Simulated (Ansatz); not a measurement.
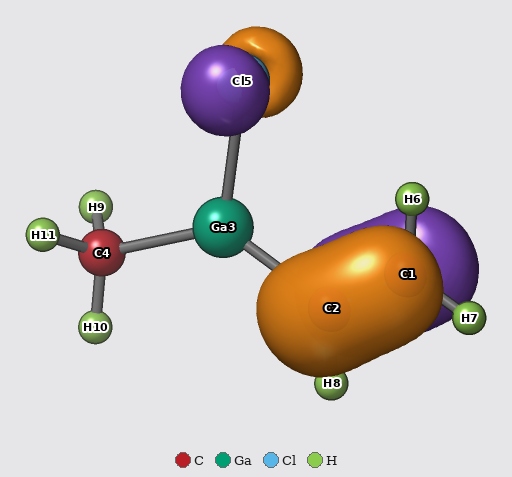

*C₃H₆ClGa (SMILES C=[CH][Ga]([CH3])[Cl]). The HOMO−1 at ±0.15 Å⁻³ᐟ² (orange and purple are the two phases), seen at a tilt.*

Geometry: PBE0-D4/def2-TZVP.

These are results of RKS PBE0-D4/def2-TZVPP (Ansatz 0.2.0), not measurements.

The calculation's input:

```
crystal:
  periodic: [false, false, false]
  atoms:
    - {symbol: C, position_ang: [-1.761282, 0.766079, -1.485309]}
    - {symbol: C, position_ang: [-1.190837, -0.160536, -0.717898]}
    - {symbol: Ga, position_ang: [0.469059, 0.190997, 0.227482]}
    - {symbol: C, position_ang: [1.567825, -0.900564, 1.415213]}
    - {symbol: Cl, position_ang: [1.222285, 2.196318, -0.126137]}
    - {symbol: H, position_ang: [-1.320604, 1.751399, -1.611650]}
    - {symbol: H, position_ang: [-2.690813, 0.583017, -2.020122]}
    - {symbol: H, position_ang: [-1.677695, -1.130119, -0.628691]}
    - {symbol: H, position_ang: [1.652718, -0.409639, 2.387166]}
    - {symbol: H, position_ang: [1.153797, -1.899497, 1.556656]}
    - {symbol: H, position_ang: [2.575548, -0.987435, 1.003279]}
basis:
  gaussian: {orbitals: def2-TZVPP}
hamiltonian: {xc: pbe0, dispersion: d4}
output: {orbitals: {seedname: orbitals}}
```

Launched as:

```sh
ansatz run in.yaml --threads 4 --pin off --events-out ev --progress --plain --max-ram 10444MiB
```

Describe this orbital and give its energy.

Answer. It lies mainly on C2 (about 35 %), C1 (about 35 %) and Cl5 (about 15 %); π-bonding across C2–C1. Its energy is −8.20 eV.
